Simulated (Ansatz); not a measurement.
```xyz
3

F     0.0008    0.0106   -2.1608
Br    0.0001    0.0009   -0.1993
Br   -0.0008   -0.0116    2.3600
```

Geometry: PBE0-D4/def2-TZVPD.

Level of theory: RKS PBE0-D4/def2-TZVPPD in Ansatz 0.2.0.

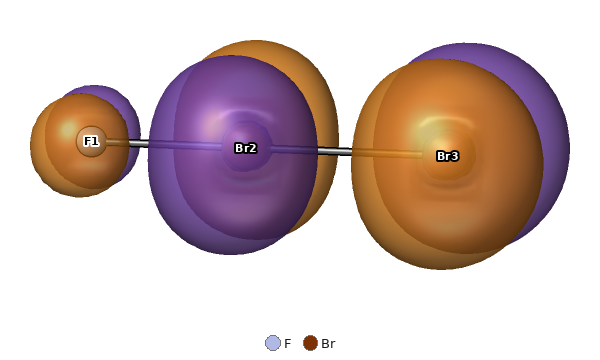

Br₂F (charge −1). The HOMO at ±0.08 Å⁻³ᐟ² (orange and purple are the two phases), seen from one side.

**What is the character of this orbital?**

By Hirshfeld shares it lies mainly on Br3 (about 55 %), Br2 (about 40 %) and F1 (about 5 %); π-antibonding (π*) across Br3–Br2. It is one of a degenerate set, so its orientation is arbitrary. Its energy is −2.64 eV.
